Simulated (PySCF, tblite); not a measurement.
# C4H8OSSi: geometry, infrared bands and NMR shifts

Aim: predict the infrared bands and NMR shifts of C4H8OSSi (`O=C1CS[C@@H]([SiH3])C1`).

The runs use tblite 0.8.0 and PySCF 2.14.0, with density-fitted response routines of our own; the level of theory stands in each step. All values are computed, except where a source is named. Atoms are numbered from 0 throughout.

## Step 1: Starting geometry

15 atoms, charge 0, multiplicity 1; geometry from: force field or distance geometry start.

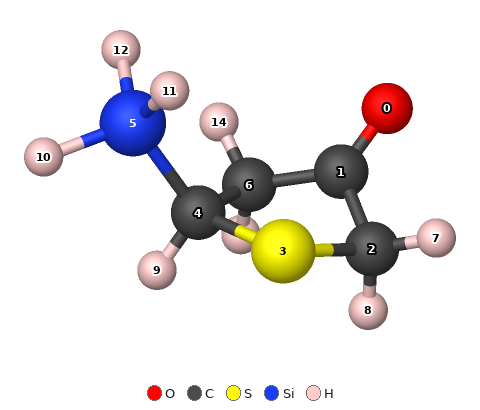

As it starts; oxygen red, carbon dark grey, sulfur yellow, silicon blue, hydrogen pink, atoms numbered.

## Step 2: Optimising the geometry with GFN2-xTB

The job: settings as JSON, then the geometry in Å.

```
{"job": {"kind": "relax", "xc": "GFN2-xTB", "basis": "xTB"}, "charge": 0, "multiplicity": 1}
O     -1.845300     0.997200     1.510700
C     -1.418500     0.254300     0.645400
C     -2.006200     0.166700    -0.715700
S     -0.459100     0.429300    -1.653700
C      0.619800    -0.458000    -0.438600
Si     2.126100     0.528100    -0.030800
C     -0.280100    -0.678300     0.748900
H     -2.754700     0.948200    -0.889200
H     -2.377900    -0.850000    -0.955500
H      0.875100    -1.451700    -0.883200
H      3.311700    -0.126300    -0.657000
H      2.067500     1.892400    -0.565700
H      2.384900     0.567600     1.425800
H     -0.587400    -1.748600     0.780500
H      0.339700    -0.462900     1.656100
```

Launch:

```console
> OMP_NUM_THREADS=1 python probes_run.py task.json out
```

This one command runs all jobs of the session in turn.

**Question.** This job is followed by: GFN2-xTB harmonic vibrations, gas phase; GIAO PBE0/pcSseg-1 NMR shielding, non-relativistic, gas phase. Predict these results of the whole session: strongest single infrared mode (GFN2-xTB); zero-point energy (GFN2-xTB); 13C shifts against TMS (PBE0/pcSseg-1); 1H shifts against TMS (PBE0/pcSseg-1, means over atoms taken as alike); 17O shifts against H2O (PBE0/pcSseg-1); 33S shifts against CS2 (PBE0/pcSseg-1); 29Si shifts against TMS (PBE0/pcSseg-1).

**Answer**, as computed:

```
                                                              quantity                                   value
                             strongest single infrared mode (GFN2-xTB)                   1790 cm⁻¹, 350 km/mol
                                          zero-point energy (GFN2-xTB)                           66.1 kcal/mol
                                13C shifts against TMS (PBE0/pcSseg-1)             217.6, 46.6, 39.0, 25.2 ppm
1H shifts against TMS (PBE0/pcSseg-1, means over atoms taken as alike)  3.90, 3.43, 3.21, 2.85, 2.58, 2.38 ppm
                                17O shifts against H2O (PBE0/pcSseg-1)                               667.3 ppm
                                33S shifts against CS2 (PBE0/pcSseg-1)                                 -23 ppm
                               29Si shifts against TMS (PBE0/pcSseg-1)                               -69.8 ppm
```

The optimisation took 132 steps and gained 0.526 eV; among the close pairs (by a distance rule), C4–Si5 changed most, from 1.846 to 1.913 Å. All 39 modes are real, so the xTB geometry is a minimum. The strongest single mode, at 1790 cm⁻¹, moves mainly C1 and O0. Unscaled tight-binding wavenumbers are off by several per cent, some by more. Its intensities can rank the bands wrongly. The most deshielded carbon is C1 (ketone carbonyl carbon), at 217.6 ppm: low-lying n→π* states of the double bond to the heteroatom give a large paramagnetic term (-279 ppm). At PBE0/pcSseg-1: The widest tensor belongs to O0: span 1291 ppm, with a paramagnetic part of -728 ppm.
